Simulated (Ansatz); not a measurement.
# KZrO2: what a guessed cell relaxes into

Where does this trial cell of KZrO2 go when cell and atoms are let free?

Method: DFT PBE, scalar-relativistic, plane waves, PAW, in Ansatz 0.2.0.

### 1 The structure to begin with

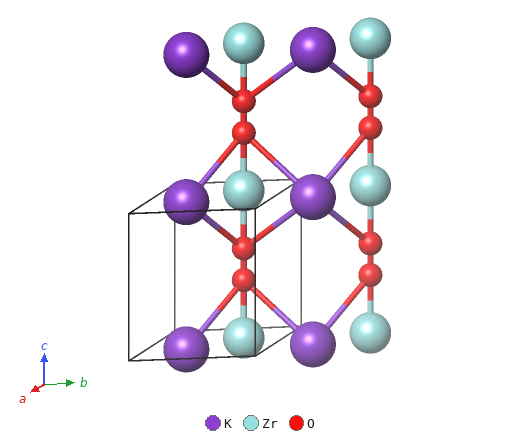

The starting structure, seen slightly off an axis (potassium purple, zirconium light teal, oxygen red). 1×2×2 cells are drawn. Atoms on the faces are drawn again on the opposite ones.

Structure file:

```xyz
4
Lattice="4.1676 0.0000 0.0000 -2.0838 3.6093 0.0000 0.0000 0.0000 4.9418" Properties=species:S:1:pos:R:3 pbc="T T T"
K     2.0838    1.2031    0.0000
Zr    0.0000    2.4062    0.0000
O     0.0000    2.4062    1.9394
O     0.0000    2.4062    3.0023
```

The cell is invented: random cell by space group and Wyckoff sites (P-6m2, No. 187). The dimensions are guesses.

### 2 A first look at the guess

input.yaml reads:

```yaml
crystal:
  lattice:
    - [4.16762008, 0.0, 0.0]
    - [-2.08381004, 3.60926486, 0.0]
    - [0.0, 0.0, 4.94176357]
  atoms:
    - { symbol: K, position: [0.66666667, 0.33333333, 0.0] }
    - { symbol: Zr, position: [0.33333333, 0.66666667, 0.0] }
    - { symbol: O, position: [0.33333333, 0.66666667, 0.39245676] }
    - { symbol: O, position: [0.33333333, 0.66666667, 0.60754324] }
basis:
  ecutwfc: 420
kpoints:
  mp_grid: { grid: [6, 6, 4] }
hamiltonian:
  xc: pbe
scf:
  occupations: { method: gaussian, width: 0.1 }
  lower_state_search: "off"
output:
  forces: true
  stress: true
  eigenvalues: true
```

On the command line:

```
$ ansatz run input.yaml --threads 1 --pin off --max-ram 2560MiB --backend cpu --events-out ev --progress --plain --runs-dir out
```

What it wrote, cut to the lines that bear on the results:

```text
[...]
SCF converged after 9 iterations
Free energy (F): -6845.864532 eV
[...]
E sigma→0 (E₀):  -6845.858057 eV
Entropy (-TS):   -0.012950 eV (-3.238 meV/atom)
Fermi energy:    9.350898 eV
[...]
--- Forces (eV/Å), atoms counted from 1 ---
  atom   1  K      0.00000000    -0.00000000     0.00000000
  atom   2  Zr     0.00000000     0.00000000     0.00000000
  atom   3  O      0.00000000     0.00000000   -24.81757080
  atom   4  O      0.00000000     0.00000000    24.81757080
[...]
--- Stress (GPa, compression-positive) ---
       21.291567       0.000000       0.000000
       -0.000000      21.291567       0.000000
        0.000000       0.000000      75.629954
  P = ⅓ Tr σ = 39.4044 GPa (394.044 kbar)
--- Band table (eV; the first three rows and the last of 21) ---
  k-point 0: bands = ["-40.6006", "-23.6339", "-23.5742", "-19.4871", "-18.9604", "-18.9604", "-7.3887", "-7.3887", "-6.9655", "-6.0800", "-3.8343", "-2.1558", "-2.1558", "5.6250", "5.6250", "6.8521", "10.5640", "10.5640", "11.1063", "12.0401", "12.0401"]
[...]
```

Run time: 9.8 s. Hardware: 1 thread of Intel Xeon at 2.50GHz (Skylake/Cascade Lake), shared host; peak memory 0.38 GiB.

The probe gives pressure 39.4 GPa, largest force 24.82 eV/Å, gap on this mesh none (metal). A cheap, loose relaxation comes first.

### 3 Coarse relaxation

input.yaml: that of step 2 with these lines changed.

```diff
@@ -23 +23,6 @@
   eigenvalues: true
+relax:
+  adjacent_minimum: "off"
+  f_tol: 0.04
+  max_steps: 70
+  cell: { stress_tol: 0.4 }
```

On the command line:

```
$ ansatz run input.yaml --threads 1 --pin off --max-ram 2560MiB --backend cpu --events-out ev --progress --plain --runs-dir out
```

What it wrote:

```text
Warning: RAYON_NUM_THREADS=1 ignored (pool sized by the plan → 1); use --threads N
Engine: ansatz 0.2.0, x86_64-unknown-linux-gnu
Pseudopotentials: kind: paw
Pseudopotential: K, paw, valence charge 9, recommended cutoff 420 eV (normal), K.paw.azcp
Pseudopotential: Zr, paw, valence charge 12, recommended cutoff 420 eV (normal), Zr.paw.azcp
Pseudopotential: O, paw, valence charge 6, recommended cutoff 420 eV (normal), O.paw.azcp
Functional definition: PBE
  parameter kappa = 0.804
  parameter beta = 0.06672455060314922
  exchange = pbe_x(kappa = kappa, mu = beta*pi^2/3)
  correlation = pbe_c(beta = beta)
Crystal: 4 atoms, lattice volume = 74.334 Å³
Basis set: ecut = 420 eV, 1427 PW (Γ), exchange–correlation on 60×60×72 points (8 copies of the dense FFT grid, shifted against one another)
Bands: 21, of which v1, the nominal top of the filled ones, is band 17 counted from 1 (16 counted from 0)
Symmetry: 12 space group operations
Space group: P-6m2 (ITA 187), of the structure as read, at distance tolerance 4.2e-5 Å
k-points: 21 of 144 (time reversal used)
Non-local potential: K, projectors of the file, l = 0: 3, l = 1: 2, l = 2: 2
Non-local potential: Zr, projectors of the file, l = 0: 3, l = 1: 2, l = 2: 2, l = 3: 2
Non-local potential: O, projectors of the file, l = 0: 2, l = 1: 2, l = 2: 1
PAW form: soft (Blöchl's): semilocal exchange-correlation on the pseudo side does not see the compensation charge
PAW one-centre angular grid: K, 110 points (default); XC on 64 Gauss nodes
PAW one-centre angular grid: Zr, 590 points (default); XC on 64 Gauss nodes
PAW one-centre angular grid: O, 110 points (default); XC on 64 Gauss nodes
Initial density: superposition of atomic densities (neutral atoms: chi_scale 0, normalization atom), corrected by the library's trained network
Initial wavefunctions: pseudopotential atomic-orbital guess
Functional: x = pbe(κ = 0.804, μ = 0.2195149727645171), c = pbe(β = 0.06672455060314922)
SCF iter   1: F=—  HF=-6846.067968 eV  |F-HF|=—  |Δ(HF+E_count)|=         —  Δρ=2.94e-2  dr2=1.31e0  ethr=1.77e-3  ⟨swp⟩=5.5  Hψ=2267  notcnv=0
preconditioner: auto → LDOS  [metal: Δε(μ)=0.009 eV  Ē_g=11.654 eV  σ=0.100 eV  W_gap=0.05  n_scr=20 (ndim 8)  ℏωp=19.7 eV  f_vac=0.104  D(μ)=3.88/eV (n_scr^D=28)  β→1.0]
SCF iter   2: F=—  HF=-6845.950741 eV  |F-HF|=—  |Δ(HF+E_count)|=   1.17e-1  Δρ=2.74e-2  dr2=4.70e-1  ethr=1.77e-3  ⟨swp⟩=2.9  Hψ=951  notcnv=0  defer=2
SCF iter   3: F=—  HF=-6845.867868 eV  |F-HF|=—  |Δ(HF+E_count)|=   8.29e-2  Δρ=6.94e-3  dr2=4.71e-2  ethr=1.42e-3  ⟨swp⟩=2.0  Hψ=823  notcnv=0  defer=3
SCF iter   4: F=—  HF=-6845.864453 eV  |F-HF|=—  |Δ(HF+E_count)|=   3.42e-3  Δρ=1.75e-3  dr2=5.13e-3  ethr=1.43e-4  ⟨swp⟩=2.0  Hψ=631  notcnv=0  defer=4
SCF iter   5: F=—  HF=-6845.864089 eV  |F-HF|=—  |Δ(HF+E_count)|=   3.63e-4  Δρ=4.94e-4  dr2=3.62e-4  ethr=1.55e-5  ⟨swp⟩=2.1  Hψ=551  notcnv=0  defer=4
SCF iter   6: F=—  HF=-6845.864037 eV  |F-HF|=—  |Δ(HF+E_count)|=   5.27e-5  Δρ=1.95e-4  dr2=3.30e-5  ethr=1.10e-6  ⟨swp⟩=2.1  Hψ=642  notcnv=0  defer=4
SCF iter   7: F=—  HF=-6845.864532 eV  |F-HF|=—  |Δ(HF+E_count)|=   4.95e-4  Δρ=6.32e-5  dr2=3.33e-6  ethr=1.00e-7  ⟨swp⟩=2.0  Hψ=726  notcnv=0  defer=4
SCF iter   8: F=—  HF=-6845.864531 eV  |F-HF|=—  |Δ(HF+E_count)|=   2.46e-8  Δρ=1.30e-5  dr2=1.48e-7  ethr=1.01e-8  ⟨swp⟩=2.0  Hψ=645  notcnv=0  defer=4
SCF iter   9: F=-6845.864532 eV  HF=-6845.864532 eV  |F-HF|=5.89e-9  |Δ(HF+E_count)|=   6.05e-8  Δρ=3.68e-6  dr2=7.59e-9  ethr=3.03e-10  ⟨swp⟩=6.4  Hψ=2020  notcnv=0
SCF 1 converged in 9 iterations: F = -6845.864532 eV  dr2 = 7.59e-9
relax step   1: F+E_penalty+E_count = -6845.86453155 eV  Δ(F+E_penalty+E_count) = +0.000e0 eV  max|allowed force component| = 2.482e1 eV/Å  Δτ_max = 0.0000 Å  P = +39.404 GPa  Ω = 74.334 Å³  (9 SCF iters, dr2 threshold 1.00e-7 eV, accepted)
[... from here on, the SCF cycles and remarks between the steps are left out ...]
relax step   2: F+E_penalty+E_count = -6849.27808475 eV  Δ(F+E_penalty+E_count) = -3.414e0 eV  max|allowed force component| = 5.200e0 eV/Å  Δτ_max = 0.0639 Å  P = +14.262 GPa  Ω = 85.530 Å³  energy of the carried Pulay correction = -2.376e-2 eV  (8 SCF iters, dr2 threshold 4.00e-7 eV, accepted)
relax step   3: F+E_penalty+E_count = -6850.04584366 eV  Δ(F+E_penalty+E_count) = -7.678e-1 eV  max|allowed force component| = 2.799e0 eV/Å  Δτ_max = 0.0200 Å  P = +7.506 GPa  Ω = 94.334 Å³  energy of the carried Pulay correction = -4.025e-2 eV  (9 SCF iters, dr2 threshold 4.00e-7 eV, accepted)
relax step   4: F+E_penalty+E_count = -6850.44209474 eV  Δ(F+E_penalty+E_count) = -3.963e-1 eV  max|allowed force component| = 1.086e0 eV/Å  Δτ_max = 0.0233 Å  P = +2.711 GPa  Ω = 103.373 Å³  energy of the carried Pulay correction = -5.551e-2 eV  (9 SCF iters, dr2 threshold 4.00e-7 eV, accepted)
relax step   5: F+E_penalty+E_count = -6850.50548237 eV  Δ(F+E_penalty+E_count) = -6.339e-2 eV  max|allowed force component| = 4.342e-1 eV/Å  Δτ_max = 0.0161 Å  P = -0.158 GPa  Ω = 109.521 Å³  energy of the carried Pulay correction = -6.506e-2 eV  (8 SCF iters, dr2 threshold 4.00e-7 eV, accepted)
relax step   6: F+E_penalty+E_count = -6850.51104031 eV  Δ(F+E_penalty+E_count) = -5.558e-3 eV  max|allowed force component| = 4.532e-1 eV/Å  Δτ_max = 0.0020 Å  P = +0.027 GPa  Ω = 108.979 Å³  energy of the carried Pulay correction = -6.424e-2 eV  (5 SCF iters, dr2 threshold 4.00e-7 eV, accepted)
relax step   7: F+E_penalty+E_count = -6850.54974430 eV  Δ(F+E_penalty+E_count) = -3.870e-2 eV  max|allowed force component| = 6.326e-1 eV/Å  Δτ_max = 0.0327 Å  P = +0.853 GPa  Ω = 107.511 Å³  energy of the carried Pulay correction = -6.201e-2 eV  (7 SCF iters, dr2 threshold 4.00e-7 eV, accepted)
relax step   8: F+E_penalty+E_count = -6850.59981554 eV  Δ(F+E_penalty+E_count) = -5.007e-2 eV  max|allowed force component| = 1.172e0 eV/Å  Δτ_max = 0.0183 Å  P = +1.110 GPa  Ω = 107.046 Å³  energy of the carried Pulay correction = -6.129e-2 eV  (6 SCF iters, dr2 threshold 4.00e-7 eV, accepted)
relax step   9: F+E_penalty+E_count = -6850.72062791 eV  Δ(F+E_penalty+E_count) = -1.208e-1 eV  max|allowed force component| = 2.086e-1 eV/Å  Δτ_max = 0.0948 Å  P = +4.587 GPa  Ω = 103.145 Å³  energy of the carried Pulay correction = -5.515e-2 eV  (9 SCF iters, dr2 threshold 4.00e-7 eV, accepted)
relax step  10: F+E_penalty+E_count = -6850.85386038 eV  Δ(F+E_penalty+E_count) = -1.332e-1 eV  max|allowed force component| = 7.881e-2 eV/Å  Δτ_max = 0.0678 Å  P = +2.367 GPa  Ω = 107.563 Å³  energy of the carried Pulay correction = -6.209e-2 eV  (10 SCF iters, dr2 threshold 4.00e-7 eV, accepted)
relax step  11: F+E_penalty+E_count = -6850.90249564 eV  Δ(F+E_penalty+E_count) = -4.864e-2 eV  max|allowed force component| = 3.638e-1 eV/Å  Δτ_max = 0.0066 Å  P = -0.274 GPa  Ω = 113.972 Å³  energy of the carried Pulay correction = -7.159e-2 eV  (8 SCF iters, dr2 threshold 4.00e-7 eV, accepted)
relax step  12: F+E_penalty+E_count = -6850.90527261 eV  Δ(F+E_penalty+E_count) = -2.777e-3 eV  max|allowed force component| = 2.635e-1 eV/Å  Δτ_max = 0.0104 Å  P = +0.503 GPa  Ω = 114.606 Å³  energy of the carried Pulay correction = -7.250e-2 eV  (6 SCF iters, dr2 threshold 4.00e-7 eV, accepted)
relax step  13: F+E_penalty+E_count = -6850.90658193 eV  Δ(F+E_penalty+E_count) = -1.309e-3 eV  max|allowed force component| = 8.692e-3 eV/Å  Δτ_max = 0.0062 Å  P = -0.019 GPa  Ω = 115.009 Å³  energy of the carried Pulay correction = -7.307e-2 eV  (5 SCF iters, dr2 threshold 4.00e-7 eV, accepted)
relax step  14: F+E_penalty+E_count = -6851.50310423 eV  Δ(F+E_penalty+E_count) = -5.965e-1 eV  max|allowed force component| = 9.347e-2 eV/Å  Δτ_max = 0.0000 Å  P = +5.248 GPa  Ω = 115.009 Å³  stress off target by 5.35e0 GPa  SCF on the basis re-selected at this cell (its energy is not comparable with the rows above)  (8 SCF iters)
relax step  15: F+E_penalty+E_count = -6851.82001046 eV  Δ(F+E_penalty+E_count) = -3.169e-1 eV  max|allowed force component| = 4.313e-2 eV/Å  Δτ_max = 0.0262 Å  P = +3.647 GPa  Ω = 127.507 Å³  energy of the carried Pulay correction = -2.701e-2 eV  (11 SCF iters, dr2 threshold 4.00e-7 eV, accepted)
relax step  16: F+E_penalty+E_count = -6852.03894983 eV  Δ(F+E_penalty+E_count) = -2.189e-1 eV  max|allowed force component| = 6.634e-2 eV/Å  Δτ_max = 0.0219 Å  P = +2.314 GPa  Ω = 140.413 Å³  energy of the carried Pulay correction = -6.583e-2 eV  (12 SCF iters, dr2 threshold 4.00e-7 eV, accepted)
relax step  17: F+E_penalty+E_count = -6852.16134616 eV  Δ(F+E_penalty+E_count) = -1.224e-1 eV  max|allowed force component| = 4.239e-3 eV/Å  Δτ_max = 0.0227 Å  P = +0.966 GPa  Ω = 153.914 Å³  energy of the carried Pulay correction = -1.007e-1 eV  (12 SCF iters, dr2 threshold 4.00e-7 eV, accepted)
relax step  18: F+E_penalty+E_count = -6852.16321478 eV  Δ(F+E_penalty+E_count) = -1.869e-3 eV  max|allowed force component| = 6.717e-3 eV/Å  Δτ_max = 0.0130 Å  P = -0.326 GPa  Ω = 164.825 Å³  energy of the carried Pulay correction = -1.253e-1 eV  (9 SCF iters, dr2 threshold 4.00e-7 eV, accepted)
relax step  19: F+E_penalty+E_count = -6852.56493173 eV  Δ(F+E_penalty+E_count) = -4.017e-1 eV  max|allowed force component| = 2.306e-2 eV/Å  Δτ_max = 0.0000 Å  P = +2.067 GPa  Ω = 164.825 Å³  stress off target by 2.53e0 GPa  SCF on the basis re-selected at this cell (its energy is not comparable with the rows above)  (10 SCF iters)
relax step  20: F+E_penalty+E_count = -6852.72602000 eV  Δ(F+E_penalty+E_count) = -1.611e-1 eV  max|allowed force component| = 1.118e-2 eV/Å  Δτ_max = 0.0125 Å  P = +1.509 GPa  Ω = 178.784 Å³  energy of the carried Pulay correction = -1.938e-2 eV  (9 SCF iters, dr2 threshold 4.00e-7 eV, accepted)
relax step  21: F+E_penalty+E_count = -6852.82207121 eV  Δ(F+E_penalty+E_count) = -9.605e-2 eV  max|allowed force component| = 1.614e-2 eV/Å  Δτ_max = 0.0137 Å  P = +0.769 GPa  Ω = 193.493 Å³  energy of the carried Pulay correction = -5.069e-2 eV  (8 SCF iters, dr2 threshold 4.00e-7 eV, accepted)
relax step  22: F+E_penalty+E_count = -6852.83706782 eV  Δ(F+E_penalty+E_count) = -1.500e-2 eV  max|allowed force component| = 1.084e-3 eV/Å  Δτ_max = 0.0100 Å  P = -0.040 GPa  Ω = 208.316 Å³  energy of the carried Pulay correction = -7.956e-2 eV  (8 SCF iters, dr2 threshold 4.00e-7 eV, accepted)
relax step  23: F+E_penalty+E_count = -6852.98524893 eV  Δ(F+E_penalty+E_count) = -1.482e-1 eV  max|allowed force component| = 8.708e-4 eV/Å  Δτ_max = 0.0000 Å  P = +0.660 GPa  Ω = 208.316 Å³  stress off target by 8.69e-1 GPa  SCF on the basis re-selected at this cell (its energy is not comparable with the rows above)  (8 SCF iters)
relax step  24: F+E_penalty+E_count = -6853.02423177 eV  Δ(F+E_penalty+E_count) = -3.898e-2 eV  max|allowed force component| = 1.160e-1 eV/Å  Δτ_max = 0.0042 Å  P = +0.259 GPa  Ω = 222.355 Å³  energy of the carried Pulay correction = -1.437e-2 eV  (8 SCF iters, dr2 threshold 4.00e-7 eV, accepted)
relax step  25: F+E_penalty+E_count = -6853.01802236 eV  Δ(F+E_penalty+E_count) = +6.209e-3 eV  max|allowed force component| = 2.202e-1 eV/Å  Δτ_max = 0.0156 Å  P = +0.184 GPa  Ω = 238.569 Å³  energy of the carried Pulay correction = -4.073e-2 eV  (8 SCF iters, dr2 threshold 4.00e-7 eV, accepted)
relax step  26: F+E_penalty+E_count = -6853.02055868 eV  Δ(F+E_penalty+E_count) = -2.536e-3 eV  max|allowed force component| = 4.357e-3 eV/Å  Δτ_max = 0.0001 Å  P = +0.015 GPa  Ω = 238.191 Å³  energy of the carried Pulay correction = -4.015e-2 eV  (5 SCF iters, dr2 threshold 4.00e-7 eV, accepted)
relax step  27: F+E_penalty+E_count = -6853.06881323 eV  Δ(F+E_penalty+E_count) = -4.825e-2 eV  max|allowed force component| = 4.172e-3 eV/Å  Δτ_max = 0.0000 Å  P = +0.134 GPa  Ω = 238.191 Å³  stress off target by 1.67e-1 GPa  SCF on the basis re-selected at this cell (its energy is not comparable with the rows above)  (8 SCF iters)
basis re-selected at this cell: Δ(F+E_penalty+E_count) = -4.825e-2 eV, ΔP = +0.119 GPa vs the last step (what re-selecting the basis moved, of the pressure what is left beyond the Pulay correction that the steps carried, after the strain that the cell walked since its last selection, with what the two solves' SCF thresholds leave and, on support functions, any second-order correction that the steps lacked; it is no measure of the basis error at this ecutwfc). This SCF's stress stands 1.67e-1 GPa from its target on what of the cell is left free (relax.cell.stress_tol is 4.00e-1 GPa) and its largest allowed force component is 4.17e-3 eV/Å (relax.f_tol is 4.00e-2 eV/Å): within both
SCF converged after 8 iterations
Free energy (F): -6853.068813 eV
Harris-Foulkes:  -6853.068813 eV  (|F-HF|=1.46e-11)
Internal energy: -6853.046607 eV  (E = F + TS)
E sigma→0 (E₀):  -6853.057710 eV
Entropy (-TS):   -0.022206 eV (-5.551 meV/atom)
Fermi energy:    -0.379428 eV
--- Per-component energies (eV) ---
  E_band       = -522.916131
  E_kinetic    = 928.079893
  E_local      = -4018.268044  (includes V_loc(G=0)·N_el)
  E_nonlocal   = 187.374797
  E_hartree    = 1547.443692
  E_xc         = -439.658759
  E_vxc        = -537.365589  (∫ρ·V_xc dr)
  E_paw        = -4049.553393  (= ΣΔE_a)
  E_vpaw       = -177.628213  (= ΣTr[D̂ρ^β])
  E_aug_tail   = 0.004719  (compensation charges beyond the density's cutoff)
  E_ewald      = -1008.469513
  E_smearing   = -0.022206  (= −TS)
  E_closure    = -0.000000  (closes the sum)
  Σ components = -6853.068813   (vs F -6853.068813, Δ=0.00e0)
--- Forces (eV/Å), atoms counted from 1 ---
  atom   1  K      0.00000000    -0.00000000     0.00000000
  atom   2  Zr    -0.00000000     0.00000000    -0.00000000
  atom   3  O     -0.00000000     0.00000000    -0.00417190
  atom   4  O     -0.00000000     0.00000000     0.00417190
  max |Σ_I F_I| component: 2.43e-17 eV/Å
--- Stress (GPa, compression-positive) ---
        0.167369       0.000000       0.000000
        0.000000       0.167369      -0.000000
        0.000000      -0.000000       0.066941
  P = ⅓ Tr σ = 0.1339 GPa (1.339 kbar)
--- Band table (eV; the first three rows and the last of 21) ---
  k-point 0: bands = ["-49.8624", "-32.1716", "-28.1345", "-28.1345", "-28.0798", "-17.2398", "-15.6611", "-15.6611", "-15.6105", "-15.4065", "-4.0999", "-3.1299", "-3.1299", "-2.1834", "-2.1834", "-1.1806", "-0.1095", "0.2295", "0.2295", "3.1478", "3.1478"]
  k-point 1: bands = ["-49.8624", "-32.1716", "-28.1345", "-28.1345", "-28.0805", "-17.1497", "-15.6611", "-15.6611", "-15.6125", "-15.5394", "-3.6717", "-3.2278", "-3.2278", "-2.0363", "-2.0363", "-1.1511", "-0.6744", "0.2342", "0.2342", "2.9379", "3.1617"]
  k-point 2: bands = ["-49.8624", "-32.1716", "-28.1345", "-28.1345", "-28.0813", "-17.0435", "-15.6940", "-15.6611", "-15.6611", "-15.6079", "-3.3067", "-3.3067", "-3.0075", "-1.9062", "-1.9062", "-1.4995", "-1.0809", "0.2389", "0.2389", "2.7250", "3.1763"]
  k-point 20: bands = ["-49.8624", "-32.1717", "-28.1345", "-28.1343", "-28.0813", "-17.0436", "-15.6916", "-15.6621", "-15.6611", "-15.6102", "-3.3242", "-3.3193", "-2.9998", "-1.9575", "-1.9329", "-1.4964", "-0.1872", "0.1341", "0.1359", "1.9138", "2.1390"]
--- Relaxed structure (23 steps of the walk, 23 accepted, 4 SCFs on fresh bases) ---
  F+E_penalty+E_count = -6853.06881323 eV   max|allowed force component| = 4.172e-3 eV/Å   (the final SCF, on the basis selected at the relaxed cell)
  cell:  # Å, volume = 238.1913 Å³
    - [6.5714496308997, 4.072468311898844e-33, 0.0]
    - [-3.28572481544985, 5.691042320049012, 0.0]
    - [0.0, 0.0, 6.369023607401654]
  atoms:
    - { symbol: K, position: [0.6666666666666666, 0.33333333333333337, 2.1939580012839514e-19] }
    - { symbol: Zr, position: [0.3333333333333335, 0.6666666666666667, 2.1939580012839514e-19] }
    - { symbol: O, position: [0.3333333333333335, 0.6666666666666667, 0.29335795123656294] }
    - { symbol: O, position: [0.3333333333333335, 0.6666666666666667, 0.7066420487634372] }
```

Run time: 6 min. Hardware: 1 thread of Intel Xeon at 2.50GHz (Skylake/Cascade Lake), shared host; peak memory 0.49 GiB.

Step by step:

| step | E - E(step 1) (eV/cell) | largest force component (eV/Å) | pressure (GPa) | volume (Å³) |
| --- | --- | --- | --- | --- |
| 1 | 0.0000 | 24.8176 | 39.40 | 74.33 |
| 2 | -3.4136 | 5.2003 | 14.26 | 85.53 |
| 3 | -4.1813 | 2.7988 | 7.51 | 94.33 |
| 4 | -4.5776 | 1.0857 | 2.71 | 103.37 |
| 5 | -4.6409 | 0.4342 | -0.16 | 109.52 |
| 6 | -4.6465 | 0.4532 | 0.03 | 108.98 |
| 7 | -4.6852 | 0.6326 | 0.85 | 107.51 |
| 8 | -4.7353 | 1.1716 | 1.11 | 107.05 |
| 9 | -4.8561 | 0.2086 | 4.59 | 103.14 |
| 10 | -4.9893 | 0.0788 | 2.37 | 107.56 |
| 11 | -5.0380 | 0.3638 | -0.27 | 113.97 |
| 12 | -5.0407 | 0.2635 | 0.50 | 114.61 |
| 13 | -5.0421 | 0.0087 | -0.02 | 115.01 |
| 14 | -5.6386 | 0.0935 | 5.25 | 115.01 |
| 15 | -5.9555 | 0.0431 | 3.65 | 127.51 |
| 16 | -6.1744 | 0.0663 | 2.31 | 140.41 |
| 17 | -6.2968 | 0.0042 | 0.97 | 153.91 |
| 18 | -6.2987 | 0.0067 | -0.33 | 164.82 |
| 19 | -6.7004 | 0.0231 | 2.07 | 164.82 |
| 20 | -6.8615 | 0.0112 | 1.51 | 178.78 |
| 21 | -6.9575 | 0.0161 | 0.77 | 193.49 |
| 22 | -6.9725 | 0.0011 | -0.04 | 208.32 |
| 23 | -7.1207 | 0.0009 | 0.66 | 208.32 |
| 24 | -7.1597 | 0.1160 | 0.26 | 222.36 |
| 25 | -7.1535 | 0.2202 | 0.18 | 238.57 |
| 26 | -7.1560 | 0.0044 | 0.01 | 238.19 |
| 27 | -7.2043 | 0.0042 | 0.13 | 238.19 |

Step 1 is the start. Steps 14, 19, 23, 27 each repeat the geometry before them on a plane-wave basis chosen anew, so the energy can jump there without any move. The walk judges its steps with a correction for the finite basis (Pulay term) that this column leaves out, so accepted steps can climb here and lower ones be refused.

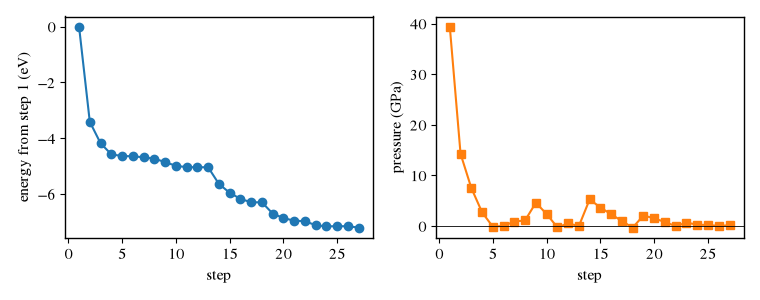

Energy and pressure along the relaxation.

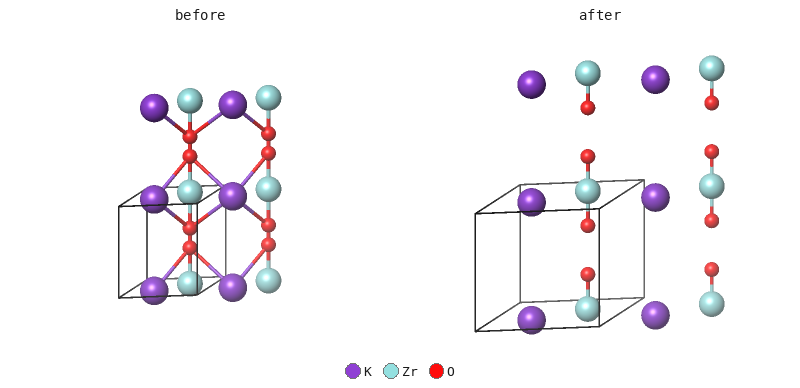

Before and after, at one scale.

|  | before | after | change |
| --- | --- | --- | --- |
| a (Å) | 4.168 | 6.571 | +57.7 % |
| b (Å) | 4.168 | 6.571 | +57.7 % |
| c (Å) | 4.942 | 6.369 | +28.9 % |
| volume (Å³/atom) | 18.58 | 59.55 | +220.4 % |
| shortest distance (Å) | 1.063 | 1.868 | +75.8 % |
| space group (0.01 Å) | P-6m2 | P-6m2 | same |

The run keeps the 12 symmetry operations of the start, so it could not have lowered the symmetry.

[end of part 1 of 2]
